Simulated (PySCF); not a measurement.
Run report: Ge₂H₄S₃O₂, geometry relaxation (part 2 of 2)

Ge₂H₄S₃O₂, SMILES [OH][Ge][O][Ge]([SH])([SH])[SH]; PBE0-D3(BJ)/def2-SVP geometry optimisation, gas phase (PySCF 2.14.0). 

Geometry of the input (Å):
```
S  -2.2494  1.1149  -1.2347
Ge -0.1805  0.5887  -0.6599
S  1.2762  2.2179  -1.1469
S  0.5388  -1.3421  -1.6211
O  -0.2206  0.3214  1.0500
Ge -0.2718  0.0237  2.8417
O  0.4448  -1.5764  2.9546
H  -1.9244  1.4119  -2.5020
H  2.3427  1.4444  -0.8976
H  -0.5089  -2.0373  -1.1019
H  0.7859  -2.1957  2.3279
```

Trajectory as extended XYZ, continued
```
11
Properties=species:S:1:pos:R:3:forces:R:3 step=16 energy=-149649.26452
S    -2.1657    1.2610   -1.4510   -0.0020   0.0073   0.0134
Ge   -0.3260    0.6097   -0.4243    0.0281   0.0132  -0.0308
S     1.3584    1.9632   -0.9046   -0.0072   0.0050  -0.0018
S     0.3561   -1.4241   -1.0847   -0.0067  -0.0038   0.0058
O    -0.7235    0.6073    1.2827   -0.0346  -0.0544   0.0690
Ge   -0.2068   -0.1836    2.8347   -0.0250   0.0622  -0.0633
O     0.9000   -1.4303    2.2292    0.0408  -0.0156   0.0125
H    -1.6441    1.0149   -2.6734    0.0051   0.0001  -0.0075
H     2.2804    1.1298   -0.3709    0.0055  -0.0084   0.0027
H    -0.7857   -2.0362   -0.6942    0.0054   0.0060   0.0061
H     0.9897   -1.5401    1.2671   -0.0094  -0.0116  -0.0062
11
Properties=species:S:1:pos:R:3:forces:R:3 step=17 energy=-149649.26606
S    -2.1655    1.2545   -1.4709    0.0012   0.0131   0.0083
Ge   -0.3411    0.5927   -0.4252    0.0385   0.0013  -0.0495
S     1.3563    1.9333   -0.8977   -0.0073   0.0082   0.0163
S     0.3398   -1.4462   -1.0730   -0.0126   0.0037  -0.0079
O    -0.7542    0.5896    1.2780   -0.0237  -0.0583   0.0642
Ge   -0.1884   -0.1675    2.8301   -0.0124   0.0410  -0.0377
O     0.9448   -1.3918    2.2232    0.0046   0.0241  -0.0060
H    -1.6088    1.0653   -2.6881   -0.0010  -0.0056  -0.0061
H     2.2628    1.1139   -0.3174    0.0040  -0.0081  -0.0045
H    -0.8147   -2.0505   -0.7091    0.0071   0.0033   0.0156
H     1.0015   -1.5219    1.2605    0.0017  -0.0228   0.0073
11
Properties=species:S:1:pos:R:3:forces:R:3 step=18 energy=-149649.26758
S    -2.1620    1.2539   -1.4925    0.0062   0.0155   0.0017
Ge   -0.3543    0.5751   -0.4299    0.0366  -0.0065  -0.0332
S     1.3574    1.9049   -0.8809   -0.0051   0.0084   0.0260
S     0.3232   -1.4682   -1.0660   -0.0139   0.0070  -0.0216
O    -0.7876    0.5654    1.2695   -0.0271  -0.0391   0.0154
Ge   -0.1764   -0.1479    2.8225    0.0203   0.0085   0.0048
O     0.9898   -1.3445    2.2168   -0.0378   0.0451  -0.0175
H    -1.5767    1.1106   -2.7029   -0.0060  -0.0092  -0.0035
H     2.2468    1.0900   -0.2682    0.0019  -0.0073  -0.0094
H    -0.8392   -2.0642   -0.7145    0.0053  -0.0009   0.0200
H     1.0117   -1.5036    1.2566    0.0195  -0.0215   0.0172
11
Properties=species:S:1:pos:R:3:forces:R:3 step=19 energy=-149649.27014
S    -2.1517    1.2637   -1.5222    0.0115   0.0168  -0.0081
Ge   -0.3702    0.5528   -0.4375    0.0177  -0.0102   0.0023
S     1.3635    1.8684   -0.8413    0.0036   0.0044   0.0270
S     0.2977   -1.4953   -1.0643   -0.0083   0.0121  -0.0324
O    -0.8376    0.5298    1.2550   -0.0351  -0.0089  -0.0660
Ge   -0.1704   -0.1228    2.8072    0.0632  -0.0250   0.0691
O     1.0461   -1.2725    2.2018   -0.0715   0.0471  -0.0286
H    -1.5381    1.1572   -2.7226   -0.0107  -0.0120   0.0022
H     2.2279    1.0434   -0.2059   -0.0018  -0.0041  -0.0115
H    -0.8686   -2.0807   -0.7088    0.0005  -0.0073   0.0216
H     1.0341   -1.4724    1.2490    0.0309  -0.0130   0.0243
11
Properties=species:S:1:pos:R:3:forces:R:3 step=20 energy=-149649.27419
S    -2.1346    1.2876   -1.5513    0.0142   0.0164  -0.0138
Ge   -0.3853    0.5329   -0.4444   -0.0152  -0.0031   0.0387
S     1.3752    1.8306   -0.7806    0.0169  -0.0025   0.0146
S     0.2669   -1.5186   -1.0712    0.0006   0.0117  -0.0335
O    -0.8937    0.4924    1.2385   -0.0434   0.0069  -0.1247
Ge   -0.1678   -0.0966    2.7869    0.0887  -0.0355   0.1033
O     1.0985   -1.1901    2.1733   -0.0701   0.0323  -0.0195
H    -1.5044    1.1849   -2.7436   -0.0110  -0.0127   0.0074
H     2.2104    0.9772   -0.1430   -0.0056   0.0003  -0.0059
H    -0.8937   -2.0958   -0.6857   -0.0047  -0.0111   0.0163
H     1.0611   -1.4331    1.2314    0.0297  -0.0028   0.0172
11
Properties=species:S:1:pos:R:3:forces:R:3 step=21 energy=-149649.25107
S    -2.0517    1.3612   -1.6314    0.0258   0.0299  -0.0246
Ge   -0.4478    0.4426   -0.4340   -0.1208   0.0855  -0.0967
S     1.4104    1.6405   -0.5009    0.0217   0.0526  -0.1232
S     0.1386   -1.6211   -1.0710    0.0110  -0.0198  -0.0799
O    -1.1190    0.3439    1.1960    0.0403  -0.0524  -0.1290
Ge   -0.1146    0.0244    2.6651    0.0020   0.0445   0.3271
O     1.2883   -0.8000    1.9212    0.0653  -0.0718   0.0681
H    -1.3432    1.2753   -2.7804   -0.0052  -0.0133   0.0127
H     2.1049    0.6939    0.1745   -0.0247   0.0560   0.0428
H    -0.9955   -2.1704   -0.5804   -0.0078  -0.0119   0.0023
H     1.1621   -1.2189    1.0519   -0.0076  -0.0994   0.0004
11
Properties=species:S:1:pos:R:3:forces:R:3 step=22 energy=-149649.28080
S    -2.0943    1.3344   -1.6002    0.0187   0.0248  -0.0167
Ge   -0.4181    0.4912   -0.4459   -0.0675   0.0234   0.0183
S     1.3981    1.7393   -0.6421    0.0311  -0.0033  -0.0196
S     0.1993   -1.5662   -1.0811    0.0091   0.0030  -0.0408
O    -1.0087    0.4203    1.2123   -0.0233  -0.0240  -0.1079
Ge   -0.1435   -0.0348    2.7351    0.0562  -0.0020   0.1350
O     1.1994   -1.0062    2.0722   -0.0060   0.0053   0.0076
H    -1.4306    1.2274   -2.7737   -0.0062  -0.0134   0.0074
H     2.1626    0.8325    0.0110   -0.0135   0.0131   0.0152
H    -0.9471   -2.1303   -0.6378   -0.0064  -0.0098   0.0041
H     1.1157   -1.3361    1.1605    0.0078  -0.0172  -0.0027
11
Properties=species:S:1:pos:R:3:forces:R:3 step=23 energy=-149649.28248
S    -2.0759    1.3657   -1.6127    0.0123   0.0236  -0.0084
Ge   -0.4263    0.4809   -0.4512   -0.0561   0.0147   0.0187
S     1.4095    1.7089   -0.5975    0.0134  -0.0013  -0.0400
S     0.1728   -1.5761   -1.1039    0.0136  -0.0022  -0.0118
O    -1.0359    0.3911    1.1998    0.0091  -0.0299  -0.0220
Ge   -0.1291    0.0000    2.7212    0.0201   0.0094   0.0326
O     1.2248   -0.9521    2.0478    0.0020  -0.0168   0.0274
H    -1.4147    1.2338   -2.7849    0.0001  -0.0119   0.0040
H     2.1444    0.7843    0.0640   -0.0071   0.0128   0.0266
H    -0.9605   -2.1399   -0.6270   -0.0067   0.0000  -0.0093
H     1.1237   -1.3252    1.1549   -0.0008   0.0016  -0.0179
11
Properties=species:S:1:pos:R:3:forces:R:3 step=24 energy=-149649.28132
S    -2.0846    1.3817   -1.5981   -0.0033   0.0147   0.0072
Ge   -0.4114    0.5064   -0.4624    0.0055  -0.0204   0.0603
S     1.4127    1.7482   -0.6581   -0.0059  -0.0153  -0.0115
S     0.1881   -1.5455   -1.1349    0.0075   0.0055   0.0359
O    -0.9764    0.4168    1.2020    0.0119  -0.0147   0.0819
Ge   -0.1281   -0.0079    2.7546    0.0012  -0.0062  -0.1711
O     1.1766   -1.0502    2.1224   -0.0279  -0.0088   0.0175
H    -1.4641    1.1946   -2.7845    0.0051  -0.0093  -0.0032
H     2.1657    0.8421    0.0075    0.0102  -0.0034   0.0139
H    -0.9396   -2.1190   -0.6549   -0.0034   0.0090  -0.0177
H     1.0936   -1.3957    1.2169   -0.0008   0.0490  -0.0133
11
Properties=species:S:1:pos:R:3:forces:R:3 step=25 energy=-149649.28474
S    -2.0775    1.3807   -1.6051    0.0018   0.0146   0.0030
Ge   -0.4204    0.4968   -0.4531   -0.0056  -0.0055   0.0174
S     1.4138    1.7256   -0.6313    0.0021  -0.0064  -0.0109
S     0.1764   -1.5571   -1.1205    0.0032   0.0069   0.0101
O    -1.0015    0.4071    1.2062    0.0083  -0.0114   0.0263
Ge   -0.1187   -0.0057    2.7392   -0.0070   0.0025  -0.0430
O     1.2008   -1.0134    2.0829    0.0012  -0.0010  -0.0008
H    -1.4405    1.1987   -2.7837    0.0001  -0.0082  -0.0005
H     2.1520    0.8203    0.0524    0.0004   0.0019   0.0139
H    -0.9597   -2.1245   -0.6540   -0.0029   0.0004  -0.0089
H     1.1080   -1.3569    1.1773   -0.0016   0.0059  -0.0065
11
Properties=species:S:1:pos:R:3:forces:R:3 step=26 energy=-149649.28546
S    -2.0607    1.3974   -1.6148    0.0006   0.0112   0.0034
Ge   -0.4315    0.4850   -0.4461   -0.0027   0.0013  -0.0233
S     1.4218    1.6897   -0.5926   -0.0017   0.0066  -0.0141
S     0.1506   -1.5710   -1.1191   -0.0045   0.0033  -0.0047
O    -1.0301    0.3875    1.2074    0.0259  -0.0043   0.0145
Ge   -0.0936    0.0149    2.7185   -0.0343   0.0092   0.0223
O     1.2351   -0.9615    2.0321    0.0285  -0.0039  -0.0080
H    -1.4145    1.1996   -2.7859   -0.0032  -0.0064   0.0008
H     2.1268    0.7887    0.1314   -0.0042   0.0017   0.0149
H    -0.9910   -2.1317   -0.6580   -0.0006  -0.0008  -0.0054
H     1.1197   -1.3270    1.1375   -0.0037  -0.0179  -0.0002
11
Properties=species:S:1:pos:R:3:forces:R:3 step=27 energy=-149649.28617
S    -2.0602    1.4047   -1.6107   -0.0002   0.0068   0.0045
Ge   -0.4283    0.4909   -0.4467    0.0054  -0.0021  -0.0174
S     1.4250    1.6949   -0.6004   -0.0003  -0.0001  -0.0043
S     0.1505   -1.5641   -1.1256   -0.0046   0.0048  -0.0005
O    -1.0189    0.3933    1.2094    0.0187  -0.0011   0.0164
Ge   -0.0933    0.0080    2.7238   -0.0261   0.0041   0.0087
O     1.2307   -0.9779    2.0415    0.0179   0.0008  -0.0158
H    -1.4263    1.1851   -2.7847   -0.0039  -0.0041  -0.0002
H     2.1294    0.7985    0.1303   -0.0037   0.0031   0.0098
H    -0.9935   -2.1250   -0.6704   -0.0005   0.0001  -0.0042
H     1.1176   -1.3367    1.1438   -0.0027  -0.0122   0.0029
11
Properties=species:S:1:pos:R:3:forces:R:3 step=28 energy=-149649.28700
S    -2.0496    1.4323   -1.6033   -0.0022  -0.0047   0.0057
Ge   -0.4240    0.4997   -0.4448    0.0185  -0.0026  -0.0118
S     1.4390    1.6889   -0.5957    0.0007  -0.0045   0.0090
S     0.1361   -1.5537   -1.1426   -0.0073   0.0028   0.0018
O    -1.0047    0.3979    1.2149    0.0086   0.0067   0.0111
Ge   -0.0797   -0.0008    2.7252   -0.0143  -0.0052  -0.0019
O     1.2395   -0.9887    2.0333    0.0047   0.0045  -0.0208
H    -1.4488    1.1484   -2.7810   -0.0052   0.0015  -0.0002
H     2.1227    0.8056    0.1703   -0.0031   0.0028   0.0010
H    -1.0160   -2.1104   -0.7027   -0.0001   0.0022  -0.0008
H     1.1181   -1.3477    1.1367   -0.0004  -0.0035   0.0069
11
Properties=species:S:1:pos:R:3:forces:R:3 step=29 energy=-149649.28727
S    -2.0411    1.4528   -1.5954   -0.0032  -0.0095   0.0046
Ge   -0.4193    0.5062   -0.4424    0.0180   0.0034  -0.0034
S     1.4520    1.6826   -0.5850    0.0010  -0.0037   0.0097
S     0.1230   -1.5462   -1.1555   -0.0066  -0.0006  -0.0001
O    -0.9954    0.4015    1.2195    0.0002   0.0055  -0.0002
Ge   -0.0703   -0.0135    2.7239   -0.0020  -0.0085  -0.0030
O     1.2509   -0.9908    2.0178   -0.0012   0.0035  -0.0142
H    -1.4706    1.1209   -2.7756   -0.0036   0.0046   0.0010
H     2.1169    0.8069    0.2064   -0.0023   0.0011  -0.0022
H    -1.0360   -2.0969   -0.7266   -0.0004   0.0027   0.0020
H     1.1226   -1.3519    1.1231    0.0001   0.0016   0.0058
```

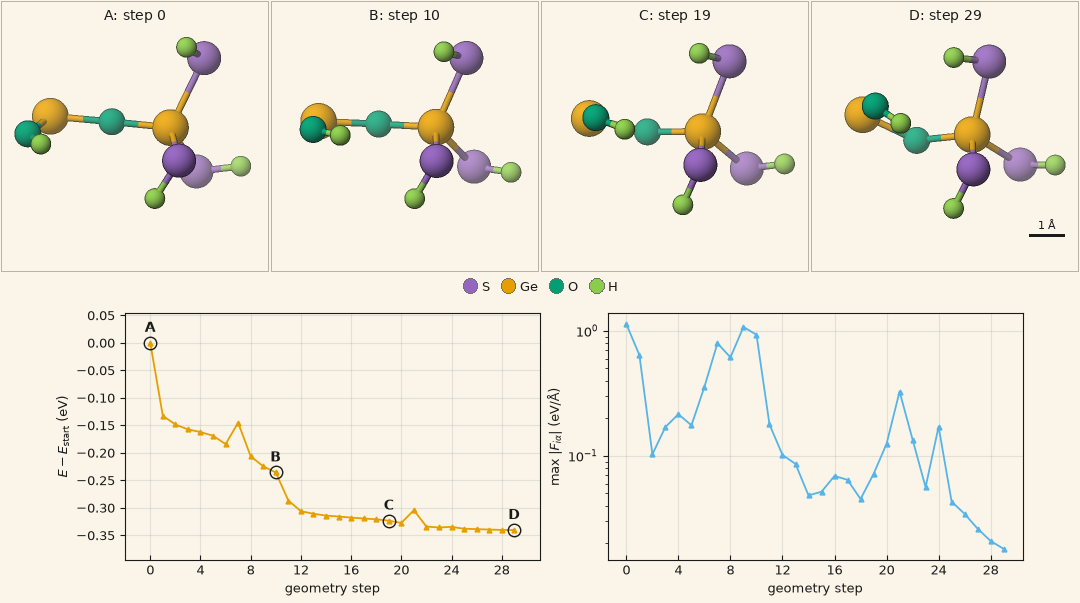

Figure 1. Frames of the relaxation (ball-and-stick view, seen at a tilt) above the curves, on which the letters mark them (steps are counted from 0).

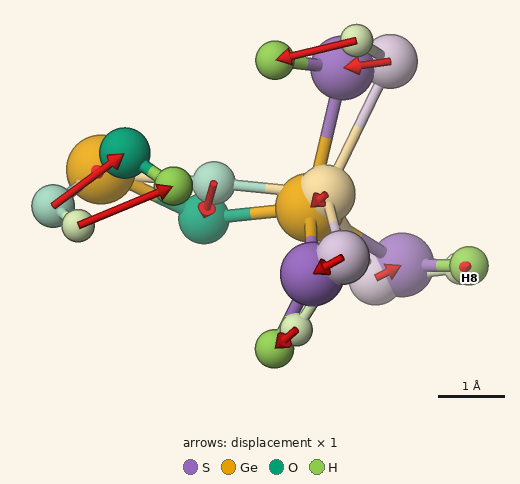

Figure 2. Start (faint) and end (solid) with the displacements as red arrows, at true length (ball-and-stick view, seen at a tilt). The two geometries are laid on each other by the best rigid fit. The largest move after the best rigid fit is that of H11, 1.57 Å. By element the largest moves are H 1.57 Å, O 1.42 Å, S 0.76 Å, Ge 0.36 Å. Among the contacts that change: Ge2–S4 2.274 → 2.239 Å, Ge6–O7 1.757 → 1.789 Å, Ge2–O5 1.731 → 1.762 Å, O7–H11 0.945 → 0.973 Å. Among the angles that change: Ge2–O5–Ge6 179.4° → 129.0°, Ge6–O7–H11 134.6° → 117.9°, S3–Ge2–S4 108.7° → 105.2°. Over 29 geometry steps the energy falls by 0.340 eV. Largest force component: 1.1 eV/Å at the start, 0.018 eV/Å at the end. (Atoms are counted from 1 in the order of the input.)
